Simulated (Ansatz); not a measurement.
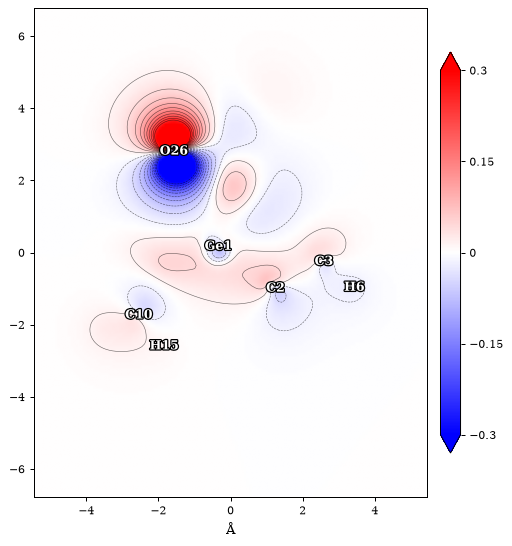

*C₈H₁₆GeO₄ (GeEt2(OAc)2). The HOMO−1 on the plane of atoms C2, C3 and H6 (values in Å⁻³ᐟ²; the overall sign is arbitrary).*

Geometry: PBE-D4/def2-SVP.

Computed with RKS PBE0-D4/def2-TZVP (Ansatz).

```yaml
atoms:
  - { symbol: Ge, position_ang: [0.6809, -0.0678, 0.2403] }
  - { symbol: C, position_ang: [0.7565, -0.3320, 2.1812] }
  - { symbol: C, position_ang: [-0.4004, -1.1469, 2.7672] }
  - { symbol: H, position_ang: [0.8073, 0.6853, 2.6242] }
  - { symbol: H, position_ang: [1.7391, -0.8096, 2.3873] }
  - { symbol: H, position_ang: [-0.3003, -1.2414, 3.8681] }
  - { symbol: H, position_ang: [-1.3749, -0.6749, 2.5379] }
  - { symbol: H, position_ang: [-0.4286, -2.1670, 2.3367] }
  - { symbol: C, position_ang: [2.3469, 0.2616, -0.7292] }
  - { symbol: C, position_ang: [3.0427, 1.5547, -0.2902] }
  - { symbol: H, position_ang: [2.0624, 0.2894, -1.8001] }
  - { symbol: H, position_ang: [2.9967, -0.6271, -0.5836] }
  - { symbol: H, position_ang: [3.9708, 1.7291, -0.8729] }
  - { symbol: H, position_ang: [2.3851, 2.4344, -0.4399] }
  - { symbol: H, position_ang: [3.3307, 1.5324, 0.7817] }
  - { symbol: O, position_ang: [-0.2953, 1.4639, -0.1738] }
  - { symbol: C, position_ang: [-1.6289, 1.3955, -0.0318] }
  - { symbol: C, position_ang: [-2.3304, 2.6015, -0.6104] }
  - { symbol: O, position_ang: [-2.1985, 0.4409, 0.4808] }
  - { symbol: H, position_ang: [-3.3866, 2.6172, -0.2901] }
  - { symbol: H, position_ang: [-2.2824, 2.5325, -1.7165] }
  - { symbol: H, position_ang: [-1.8150, 3.5364, -0.3185] }
  - { symbol: O, position_ang: [-0.1255, -1.6230, -0.3782] }
  - { symbol: C, position_ang: [-0.6450, -1.5790, -1.6195] }
  - { symbol: C, position_ang: [-1.4420, -2.8189, -1.9486] }
  - { symbol: O, position_ang: [-0.5047, -0.6214, -2.3670] }
  - { symbol: H, position_ang: [-1.6733, -2.8466, -3.0276] }
  - { symbol: H, position_ang: [-2.3882, -2.7875, -1.3704] }
  - { symbol: H, position_ang: [-0.8991, -3.7317, -1.6372] }
```

Where does this orbital lie, and at what energy?

It lies mainly on O26 (about 40 %), O19 (about 25 %) and O23 (about 5 %); largely a combination of lone pairs on O26, O19 and O23. Its energy is −7.77 eV.
